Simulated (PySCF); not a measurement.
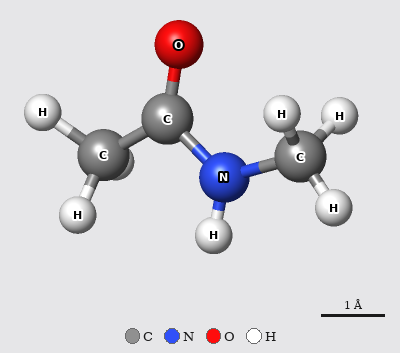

Starting structure of C3H7NO. Style: ball-and-stick. Shown at a tilt.

The start comes from MMFF94s. Its atoms were then displaced at random by about 0.03 Å.

Computed with PBE0-D3(BJ)/def2-SVP geometry optimisation, gas phase in PySCF 2.14.0, density-fitted response routines.

```xyz
12

C     1.9437    0.0488    0.1590
N     0.5231   -0.3521   -0.0975
C    -0.6073    0.4266    0.2222
C    -1.7698   -0.1931   -0.0975
O    -0.4690    1.5284    0.7193
H     2.0602    1.0194   -0.4819
H     2.0245    0.3873    1.2012
H     2.6277   -0.6563   -0.1289
H     0.3952   -1.2225   -0.4725
H    -2.6457    0.1740    0.6217
H    -1.8477   -1.2959    0.0471
H    -2.1193    0.0525   -1.0971
```

Question: Where does the relaxation end?

Answer: The atom that moves furthest after the best rigid fit is H12 (1.04 Å). By element the largest moves are H 1.04 Å, C 0.10 Å, O 0.06 Å, N 0.03 Å. Near-neighbour distances that change, for instance: C3–C4 1.356 → 1.513 Å, C4–H10 1.191 → 1.101 Å, C1–H8 1.024 → 1.102 Å, C1–H6 1.169 → 1.103 Å. Among the angles between lasting bonds that change: N2–C1–H6 102.9° → 112.0°, H10–C4–H11 100.1° → 108.4°, H7–C1–H8 115.5° → 108.9°. Groups turn about C3–C4 by about 60°, C1–N2 by about 55°. The energy falls by 1.138 eV in 21 geometry steps.

Final geometry:

```xyz
12

C     1.8981    0.1010    0.1544
N     0.5527   -0.3342   -0.1027
C    -0.5304    0.4394    0.1932
C    -1.8685   -0.2066   -0.0917
O    -0.4358    1.5503    0.6763
H     2.4791    0.2206   -0.7755
H     1.8313    1.0779    0.6514
H     2.4348   -0.6001    0.8142
H     0.3988   -1.2530   -0.4937
H    -2.2242   -0.7180    0.8165
H    -1.8291   -0.9408   -0.9096
H    -2.5915    0.5808   -0.3376
```

The end point in the same view:

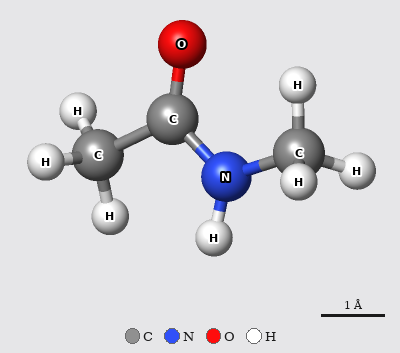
